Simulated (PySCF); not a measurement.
## C2H6Br2N2W: excited-state calculation

C2H6Br2N2W (W(NMe)2Br2), computed with TDDFT PBE0/def2-SVPD, vertical, gas phase, core orbitals frozen in the response (PySCF 2.14.0).

The geometry comes from this level: PBE0-D3(BJ)/def2-SVP. It belongs to a series of runs on one base structure; here: ligand (both): Cl to Br.

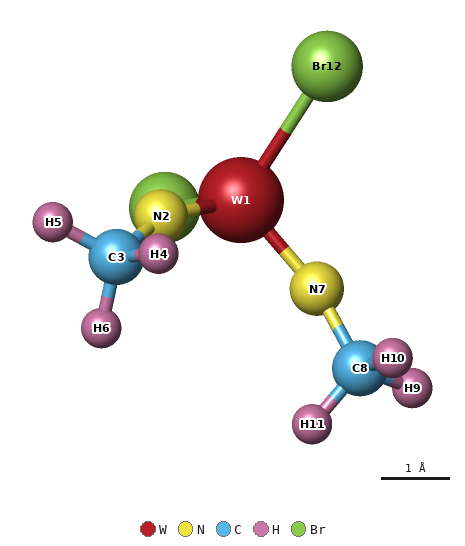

The structure (ball-and-stick view, seen at a tilt; atoms are numbered from 1 in the order of the input). Sticks mark near contacts.

Results in brief

- outcome: converged
- total energy: −5403.318920 hartree
- HOMO: −7.39 eV
- LUMO: −2.24 eV
- dipole moment: 3.93 D
- mean polarisability: 133.89 a.u.
- vertical ionisation energy: 8.92 eV
- vertical electron affinity: 0.81 eV
- lowest singlet excitation: 3.74 eV
- hardware: 1 CPU thread, shared host
- wall time: 17 min
- peak memory: 1.4 GiB

Spin–orbit coupling is left out, which matters for the heavy atoms.

Input file
```
{"job": {"kind": "uv", "xc": "PBE0", "basis": "def2-SVPD", "ip": true, "nstates": 10}, "charge": 0, "multiplicity": 1}
W     -1.124552     0.092930    -0.931184
N     -1.262828    -0.023668     0.801384
C     -0.860216    -0.118362     2.157340
H     -0.341519     0.801724     2.476766
H     -1.735629    -0.259775     2.813096
H     -0.173918    -0.968092     2.314639
N      0.560059     0.040283    -1.356870
C      1.967953    -0.005590    -1.219493
H      2.446001    -0.134504    -2.204694
H      2.344607     0.932244    -0.776998
H      2.281759    -0.841278    -0.571144
Br    -1.896686     2.322522    -1.572120
Br    -2.174413    -1.890544    -1.908521
```

The first line tells a small driver script what to run in PySCF; the rest is the geometry in Å.

Run as:
```bash
OMP_NUM_THREADS=1 python <driver script> task.json out
```

What the program printed
```
coarse grid: 59032 points
cycle   1  E = -5403.1905200143  dE = -1.431e+01  |g| = 7.142e-01  |ddm| = 8.828e+00
cycle   2  E = -5402.8957715715  dE =  2.947e-01  |g| = 1.357e+00  |ddm| = 1.924e+00
cycle   3  E = -5403.2584244038  dE = -3.627e-01  |g| = 4.942e-01  |ddm| = 1.328e+00
cycle   4  E = -5403.3131385220  dE = -5.471e-02  |g| = 1.433e-01  |ddm| = 5.530e-01
cycle   5  E = -5403.3185965115  dE = -5.458e-03  |g| = 4.335e-02  |ddm| = 2.391e-01
cycle   6  E = -5403.3190023674  dE = -4.059e-04  |g| = 7.948e-03  |ddm| = 6.256e-02
cycle   7  E = -5403.3190062099  dE = -3.843e-06  |g| = 4.989e-03  |ddm| = 1.234e-02
cycle   8  E = -5403.3190117001  dE = -5.490e-06  |g| = 1.020e-03  |ddm| = 5.041e-03
final grid: 118376 points
cycle   9  E = -5403.3189183363  dE =  1.554e-06  |g| = 2.884e-03  |ddm| = 5.212e-03
cycle  10  E = -5403.3189034046  dE =  1.493e-05  |g| = 8.568e-03  |ddm| = 9.737e-03
cycle  11  E = -5403.3189202414  dE = -1.684e-05  |g| = 1.729e-04  |ddm| = 7.286e-03
cycle  12  E = -5403.3189202487  dE = -7.311e-09  |g| = 5.106e-05  |ddm| = 2.248e-04
cycle  13  E = -5403.3189202492  dE = -4.839e-10  |g| = 2.544e-05  |ddm| = 6.174e-05
```

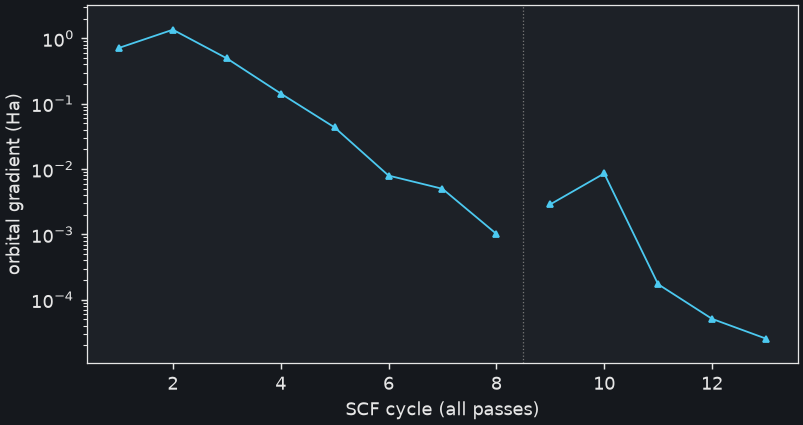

Convergence of the self-consistent field: orbital gradient against the SCF cycle. The dotted line marks the change from a coarse to the final integration grid. The first 8 cycles use a coarse grid, the final grid takes over at cycle 9, and the field converges after 13 cycles in all.

```
converged SCF energy = -5403.3189202492

Static polarisability (au): isotropic 133.894, principal 129.938 133.901 137.842

Singlet excitations
state   eV       nm        f      main configurations
  1   3.7394    331.6   0.00934   H->L 0.97
  2   4.1385    299.6   0.01720   H-1->L 0.88
  3   4.1611    298.0   0.00109   H-2->L 0.95
  4   4.5130    274.7   0.01308   H->L+2 0.47, H->L+1 0.44
  5   4.5956    269.8   0.00045   H->L+1 0.50, H->L+2 0.45
  6   4.8717    254.5   0.00199   H-3->L 0.82
  7   5.0762    244.2   0.00024   H->L+3 0.49, H-1->L+2 0.27, H-1->L+1 0.15
  8   5.2070    238.1   0.00196   H-2->L+1 0.42, H-5->L 0.35, H-1->L+1 0.10
  9   5.2674    235.4   0.00052   H-5->L 0.35, H-1->L+1 0.28, H-2->L+1 0.20
 10   5.2914    234.3   0.00051   H-2->L+2 0.39, H-5->L 0.26, H-1->L+2 0.21

Triplet excitations (Tamm-Dancoff, eV): 3.4218 3.7976 3.9244 4.1143
Vertical ionisation energy (delta-SCF) = 8.9196 eV
Vertical electron affinity (delta-SCF) = 0.8125 eV
```

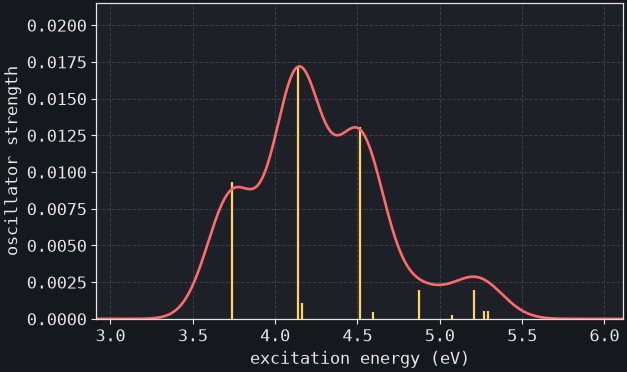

Computed excitations as sticks (degenerate states added up, dark ones marked on the axis), with a Gaussian envelope of 0.35 eV full width at half maximum, scaled to the tallest. Of the 10 states the lowest lies at 3.74 eV (f = 0.009); the strongest line is at 4.14 eV, or 300 nm (f = 0.017).

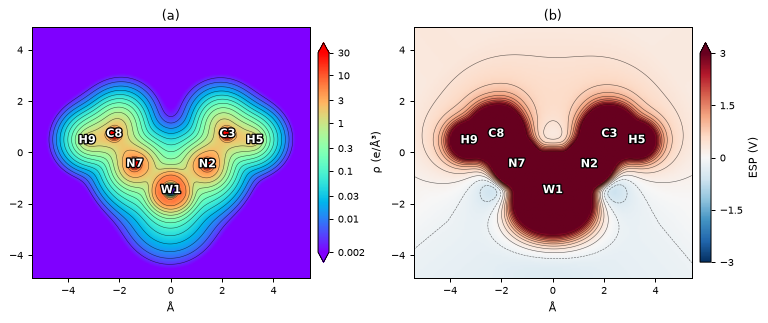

(a) total electron density; (b) molecular electrostatic potential on the plane of atoms N2, W1 and N7. C–N (1.42 Å): ρ is about 2 e/Å³ halfway. C–H (1.10 Å): ρ at the midpoint is about 1.9 e/Å³.

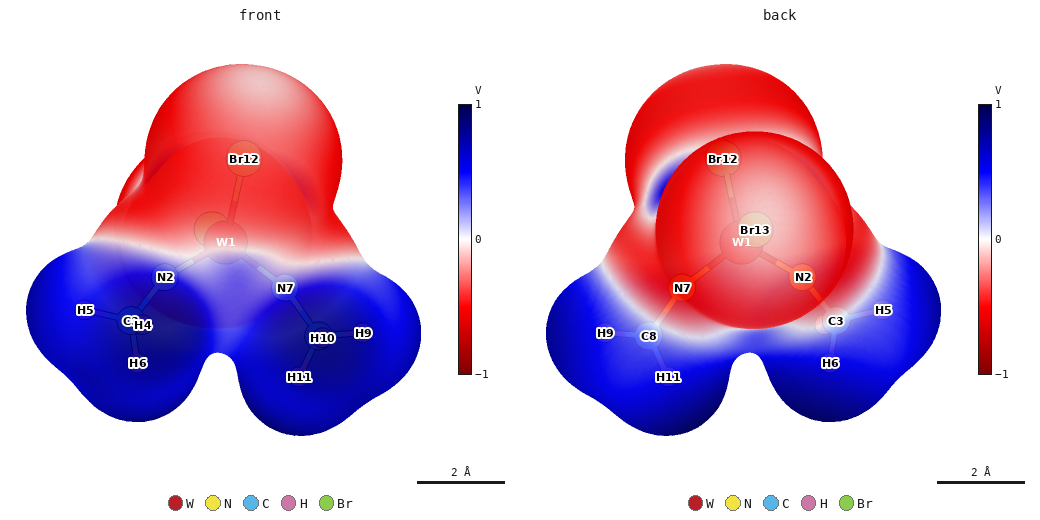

The molecular electrostatic potential painted on the density surface at 0.001 e/bohr³, seen at a tilt and from behind; the colour scale runs from red (negative) to blue (positive). Its dipole moment is 3.93 D.

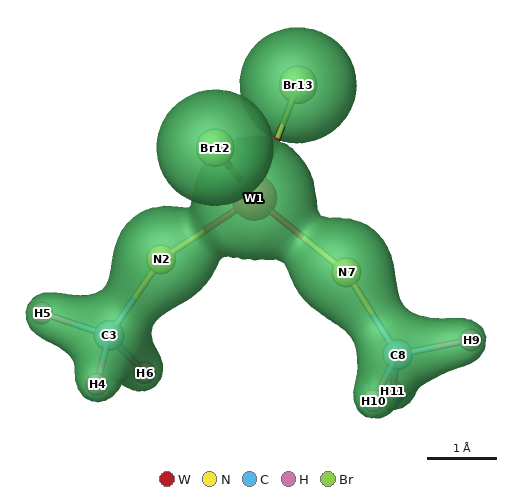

Isosurface of the electron density at 1 e/Å³ (green), seen at a tilt. At this value the surface falls into three separate pieces. It is pinched off along the W–Br (2.45 Å) contacts. On the grid the lowest density along these lines, outside the cores, is 1.9 e/Å³ (C–N, 1.42 Å), 1.6 e/Å³ (W–N, 1.74 Å), 0.6 e/Å³ (W–Br, 2.45 Å) and 1.8 e/Å³ (C–H, 1.10 Å).
